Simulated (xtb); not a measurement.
## CH4F2GaN: geometry relaxation (part 1 of 3)

CH4F2GaN, SMILES C[NH][Ga]([F])[F], computed with GFN2-xTB (xtb 6.7.1).

The geometry comes from this level: GFN2-xTB.

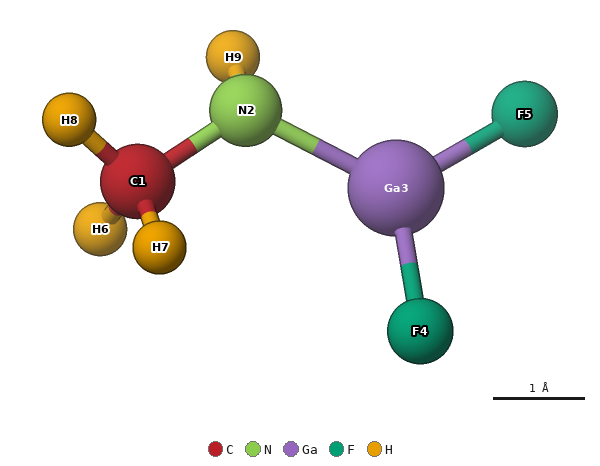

The input geometry (ball-and-stick view, seen at a tilt; atoms are numbered from 1 in the order of the input). Sticks mark near contacts.

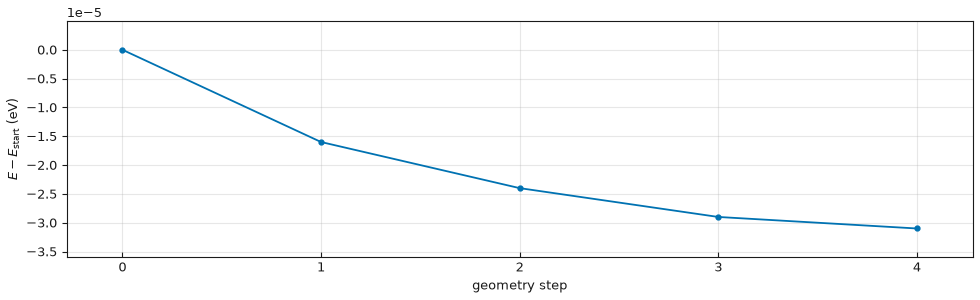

Progress of the relaxation, step by step (steps are counted from 0). Over 4 geometry steps the energy falls by next to nothing (0.0 eV). The largest move after the best rigid fit is that of F5, 0.006 Å. Largest moves by element: F 0.006 Å, H 0.003 Å, Ga 0.002 Å, N 0.002 Å, C 0.001 Å. (Atoms are counted from 1 in the order of the input.)

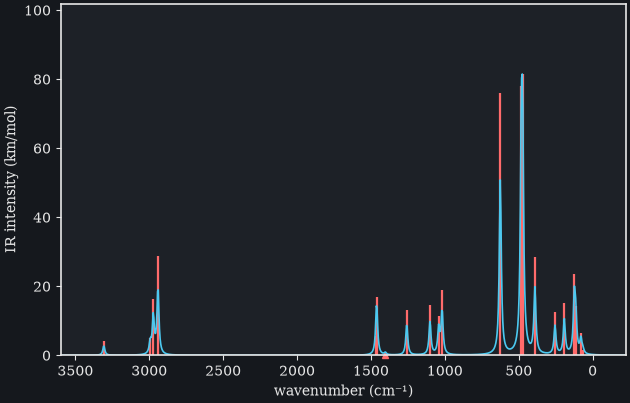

Harmonic infrared spectrum, unscaled: sticks (degenerate modes added up, dark ones marked on the axis) with a Lorentzian envelope of 16 cm⁻¹ full width, scaled to the tallest stick. 21 modes from 66 to 3308 cm⁻¹, none imaginary. The strongest line is at 474 cm⁻¹ (82 km/mol).

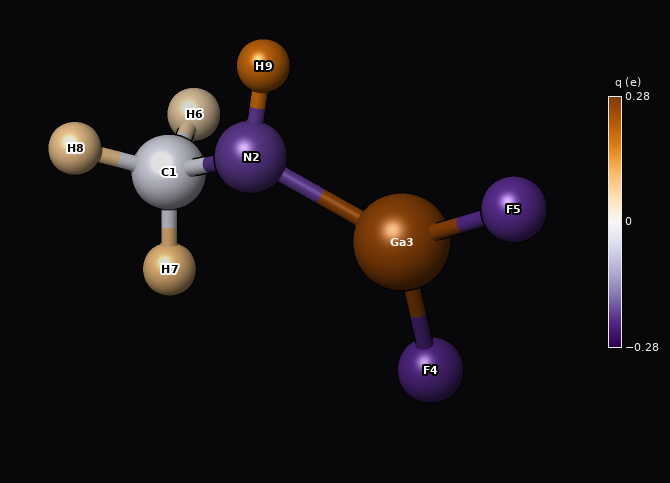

Mulliken charges, as the colour of each atom (ball-and-stick view, seen at a tilt; atoms are numbered from 1 in the order of the input). By element: C −0.04, N −0.21, Ga +0.26, F −0.22 and H +0.06 to +0.20 e.

The input that produced these results follows, with the program's output.

## The input (mol.xyz)
```
9
start
C     -0.669280    -0.973110     0.565990
N      0.271670     0.140300     0.659070
Ga     0.795810     1.026380    -0.903650
F      0.586120     0.315680    -2.490880
F      1.709550     2.515000    -0.846910
H     -1.715870    -0.663050     0.495230
H     -0.421440    -1.577610    -0.307610
H     -0.543380    -1.592140     1.457650
H     -0.013190     0.808550     1.371120
```

## File .CHRG
```
0
```

## File .UHF
```
0
```

Launch command:
```bash
xtb mol.xyz --gfn 2 --ohess vtight > mol.out
```

## The program's output
```
* xtb version 6.7.1
   ID    Z sym.   atoms
    1    6 C      1
    2    7 N      2
    3   31 Ga     3
    4    9 F      4, 5
    5    1 H      6-9

           -------------------------------------------------
          |                Calculation Setup                |
           -------------------------------------------------

          program call               : xtb mol.xyz --gfn 2 --ohess vtight
          coordinate file            : mol.xyz
          omp threads                :                     1

           -------------------------------------------------
          |                 G F N 2 - x T B                 |
           -------------------------------------------------

      * Hamiltonian:
        H0-scaling (s, p, d)           1.850000    2.230000    2.230000
        zeta-weighting                 0.500000
      * Dispersion:
        s8                             2.700000
        a1                             0.520000
        a2                             5.000000
        s9                             5.000000
      * Repulsion:
        kExp                           1.500000    1.000000
        rExp                           1.000000
      * Coulomb:
        alpha                          2.000000
        third order                    shell-resolved
        anisotropic                    true
        a3                             3.000000
        a5                             4.000000
        cn-shift                       1.200000
        cn-exp                         4.000000
        max-rad                        5.000000

          ...................................................
          :                      SETUP                      :
          :.................................................:
          :  # basis functions                  30          :
          :  # atomic orbitals                  29          :
          :  # shells                           15          :
          :  # electrons                        30          :
          :  max. iterations                   250          :
          :  Hamiltonian                  GFN2-xTB          :
          :  restarted?                      false          :
          :  GBSA solvation                  false          :
          :  PC potential                    false          :
          :  electronic temp.          300.0000000     K    :
          :  accuracy                    1.0000000          :
          :  -> integral cutoff          0.2500000E+02      :
          :  -> integral neglect         0.1000000E-07      :
          :  -> SCF convergence          0.1000000E-05 Eh   :
          :  -> wf. convergence          0.1000000E-03 e    :
          :  Broyden damping             0.4000000          :
          :  net charge                          0          :
          :  unpaired electrons                  0          :
          ...................................................

 iter      E             dE          RMSdq      gap      omega  full diag
   1    -17.9151943 -0.179152E+02  0.101E+01    2.51       0.0  T
   2    -17.9466718 -0.314775E-01  0.822E+00    3.40       1.0  T
   3    -17.9613902 -0.147184E-01  0.395E+00    2.47       1.0  T
   4    -17.9668778 -0.548754E-02  0.763E-01    2.54       1.0  T
   5    -17.9668248  0.529157E-04  0.625E-01    2.49       1.0  T
   6    -17.9669897 -0.164906E-03  0.976E-02    2.58       1.0  T
   7    -17.9670053 -0.155514E-04  0.284E-02    2.57       1.2  T
   8    -17.9670061 -0.783523E-06  0.485E-03    2.57       6.9  T
   9    -17.9670061 -0.244199E-07  0.416E-03    2.57       8.0  T
  10    -17.9670061 -0.412582E-07  0.591E-04    2.57      56.4  T
  11    -17.9670061 -0.586468E-09  0.223E-04    2.57     149.7  T

   *** convergence criteria satisfied after 11 iterations ***

         #    Occupation            Energy/Eh            Energy/eV
      -------------------------------------------------------------
         1        2.0000           -0.8127039             -22.1148
       ...           ...                  ...                  ...
         9        2.0000           -0.5063838             -13.7794
        10        2.0000           -0.5043632             -13.7244
        11        2.0000           -0.5042965             -13.7226
        12        2.0000           -0.5024498             -13.6724
        13        2.0000           -0.4936330             -13.4324
        14        2.0000           -0.4765143             -12.9666
        15        2.0000           -0.4241674             -11.5422 (HOMO)
        16                         -0.3298398              -8.9754 (LUMO)
        17                         -0.1313931              -3.5754
        18                         -0.0353093              -0.9608
        19                          0.0046641               0.1269
        20                          0.0065189               0.1774
       ...                                ...                  ...
        29                          1.0988131              29.9002
      -------------------------------------------------------------
                  HL-Gap            0.0943276 Eh            2.5668 eV
             Fermi-level           -0.3770036 Eh          -10.2588 eV

 SCC (total)                   0 d,  0 h,  0 min,  0.008 sec
 SCC setup                      ...        0 min,  0.000 sec (  1.480%)
 Dispersion                     ...        0 min,  0.000 sec (  0.729%)
 classical contributions        ...        0 min,  0.000 sec (  0.315%)
 integral evaluation            ...        0 min,  0.001 sec ( 14.345%)
 iterations                     ...        0 min,  0.004 sec ( 49.995%)
 molecular gradient             ...        0 min,  0.003 sec ( 30.261%)
 printout                       ...        0 min,  0.000 sec (  2.653%)

         :::::::::::::::::::::::::::::::::::::::::::::::::::::
         ::                     SUMMARY                     ::
         :::::::::::::::::::::::::::::::::::::::::::::::::::::
         :: total energy             -17.877656410723 Eh    ::
         :: gradient norm              0.000344379759 Eh/a0 ::
         :: HOMO-LUMO gap              2.566785492289 eV    ::
         ::.................................................::
         :: SCC energy               -17.967003919195 Eh    ::
         :: -> isotropic ES            0.055630144061 Eh    ::
         :: -> anisotropic ES         -0.000006918642 Eh    ::
         :: -> anisotropic XC          0.005356823267 Eh    ::
         :: -> dispersion             -0.003967619140 Eh    ::
         :: repulsion energy           0.089347508472 Eh    ::
         :: add. restraining           0.000000000000 Eh    ::
         :: total charge               0.000000000000 e     ::
         :::::::::::::::::::::::::::::::::::::::::::::::::::::

      -----------------------------------------------------------
     |                   =====================                   |
     |                        A N C O P T                        |
     |                   =====================                   |
     |               Approximate Normal Coordinate               |
     |                Rational Function Optimizer                |
      -----------------------------------------------------------
      -----------------------------------------------------------
     |                   =====================                   |
     |                        A N C O P T                        |
     |                   =====================                   |
     |               Approximate Normal Coordinate               |
     |                Rational Function Optimizer                |
      -----------------------------------------------------------

          ...................................................
          :                      SETUP                      :
          :.................................................:
          :   optimization level         verytight          :
          :   max. optcycles                   200          :
          :   ANC micro-cycles                  20          :
          :   degrees of freedom                21          :
          :.................................................:
          :   RF solver                   davidson          :
          :   write xtbopt.log                true          :
          :   linear?                        false          :
          :   energy convergence         0.1000000E-06 Eh   :
          :   grad. convergence          0.2000000E-03 Eh/α :
          :   maxmium RF displ.          1.0000000          :
          :   Hlow (freq-cutoff)         0.1000000E-01      :
          :   Hmax (freq-cutoff)         5.0000000          :
          :   S6 in model hess.         20.0000000          :
          ...................................................

generating ANC from exact Hessian ...
Using Lindh-Hessian (1995)
 Shifting diagonal of input Hessian by    7.7788424196914277E-003
 Lowest  eigenvalues of input Hessian
    0.000000    0.000000    0.000000    0.000000    0.000000    0.000000
    0.010000    0.012580    0.015827    0.025343    0.041901    0.054087
    0.060807    0.075478    0.109406    0.119056    0.138624    0.141430
 Highest eigenvalues
    0.916431    1.095973    1.111116    1.201045    1.240535    1.385397

........................................................................
.............................. CYCLE    1 ..............................
........................................................................

 iter      E             dE          RMSdq      gap      omega  full diag
   1    -17.9670061 -0.179670E+02  0.343E-05    2.57       0.0  T
   2    -17.9670061 -0.838440E-12  0.290E-05    2.57    1148.4  T
   3    -17.9670061 -0.689226E-12  0.182E-05    2.57    1830.4  T
     SCC iter.                  ...        0 min,  0.002 sec
     gradient                   ...        0 min,  0.002 sec
 * total energy  :   -17.8776564 Eh     change       -0.2419256E-09 Eh
   gradient norm :     0.0003436 Eh/α   predicted     0.0000000E+00 (-100.00%)
   displ. norm   :     0.0082144 α      lambda       -0.7645888E-06
   maximum displ.:     0.0058067 α      in ANC's #1, #2, #5, ...
```
